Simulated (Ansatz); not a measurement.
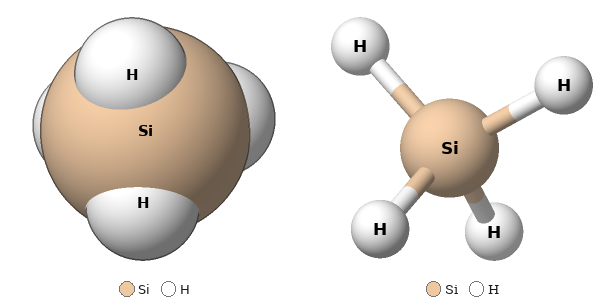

Two views of one molecule.

Computed geometry: PBE0-D4/def2-TZVP optimisation.

Identify the structure.

It has 5 atoms: 1 silicon and 4 hydrogen (SiH4). This geometry has Td symmetry. Coordination: 1 Si tetrahedral.

The parts below concern this one geometry. Atoms keep their numbers from picture to picture.

**Shape**

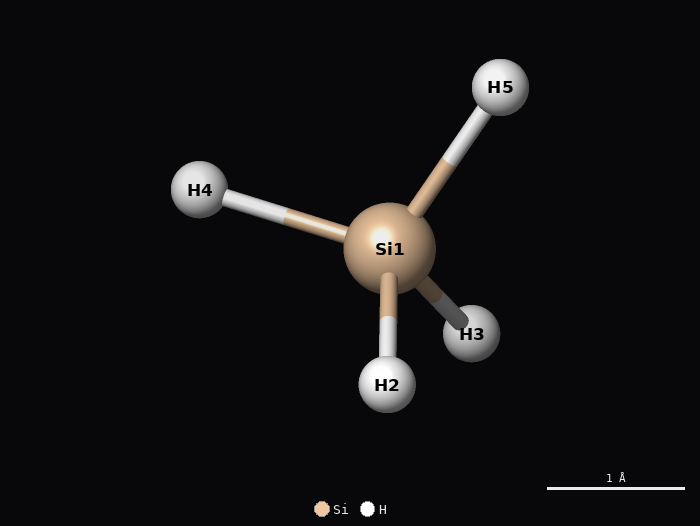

Atoms carry their numbers in the input.

Estimate the angles H2–Si1–H3.

```csv
angle,degrees
H2–Si1–H3,109.5
```

**Vibrations**

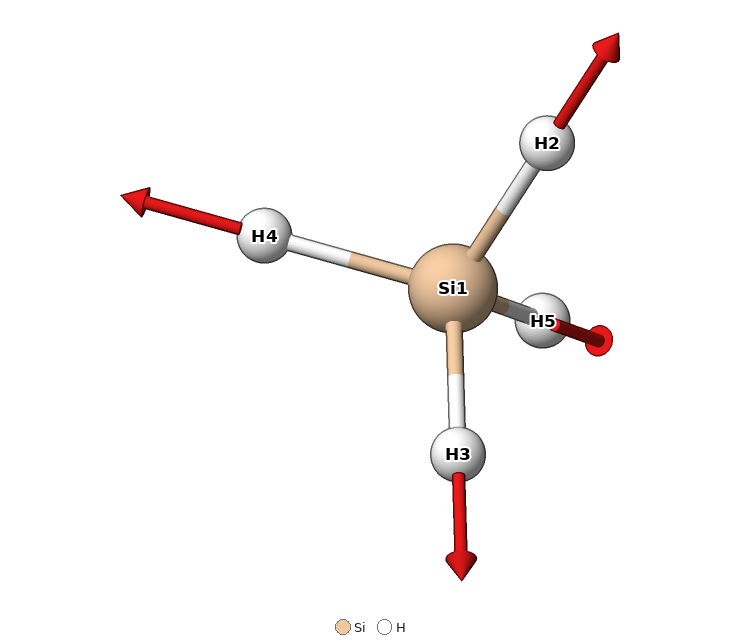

The arrows show one normal mode. Harmonic vibrations computed with RKS PBE0-D4/def2-TZVP (Ansatz 0.2.0) at a stationary point of the same level.

Describe the motion.

Answer. Mostly in-phase stretching of 4 Si–H bonds.

Estimate its harmonic wavenumber.

Answer. 2235 cm⁻¹; it is mode 6 of 9 counted from the lowest.

**Thermal motion**

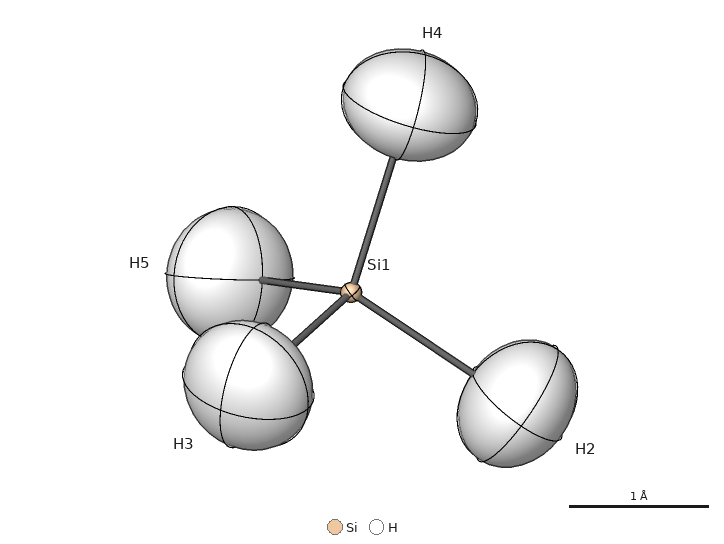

Displacement ellipsoids at the 50 % level, enlarged 3 times, from the internal vibrations of the free molecule (harmonic, no overall translation or rotation; no half-axis is drawn under 0.075 Å). Vibrations computed with RKS PBE0-D4/def2-TZVP (Ansatz 0.2.0). Temperature: 400 K.

Which atom has the largest mean-square displacement?

Answer. H2, H3, H4, H5, with U_eq = 0.0100 Å².

List U_eq and the three principal root-mean-square amplitudes for each kind of atom.

```json
{"atom": "Si1", "U_eq (Å²)": "0.00007", "rms amplitudes (Å)": "0.008, 0.008, 0.008"}
{"atom": "H2, H3, H4, H5", "U_eq (Å²)": "0.0100", "rms amplitudes (Å)": "0.085, 0.107, 0.107"}
```

**Electronic properties**

Level of theory: RKS PBE0-D4/def2-TZVPP (Ansatz 0.2.0).

Computed properties:

- HOMO energy (Kohn–Sham orbital): −9.86 eV
- LUMO energy (Kohn–Sham orbital): 1.06 eV
- HOMO–LUMO gap: 10.92 eV
